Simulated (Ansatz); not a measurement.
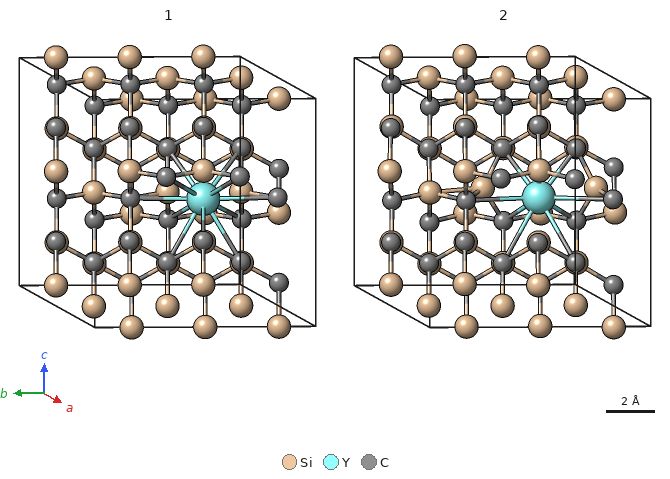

Two geometries of a defect cell of composition YSi$_{24}$C$_{23}$, drawn at one scale. One is the start of a relaxation, the other its converged end. Style: ball-and-stick. Shown: the cell of the calculation (origin shifted), from a free direction.

Theory: Ansatz, DFT, PBE, plane-wave PAW, default files, scalar-relativistic. (plane-wave cutoff 420 eV; k-point mesh 4 × 3 × 2; occupations fermi dirac; smearing width 0.01 eV; collinear spin; atoms relaxed in a fixed cell; force threshold 0.03 eV/Å; at most 40 steps)

Question: Which one is relaxed?

Answer: Structure 2 is the relaxed one. After 10 accepted moves (11 points after the start) the energy has fallen by 19.482 eV per cell of the calculation. The largest force component goes from 19 to 0.029 eV/Å. The line search rejected the trial step at point 10 of the run. The largest move is that of a Si atom, 1.01 Å along [2 3 1]. Largest moves by element: Si 1.01 Å, Y 0.81 Å, C 0.21 Å. The cell doesn't change. Some distances before and after: Si–Si 3.076 → 4.731 Å, Si–Si 3.086 → 4.094 Å, Si–Si 3.086 → 4.063 Å, C–Y 3.154 → 4.083 Å. Among the angles between lasting bonds that change: Si–C–Si 110.8° → 74.4°, Si–C–Si 110.8° → 77.1°, Si–C–Si 110.8° → 77.8°. The program noted that the starting moments weren't kept.

Limits of the set-up: the periodic images lie only 6.2 Å apart, so the values are limited by the cell's size.
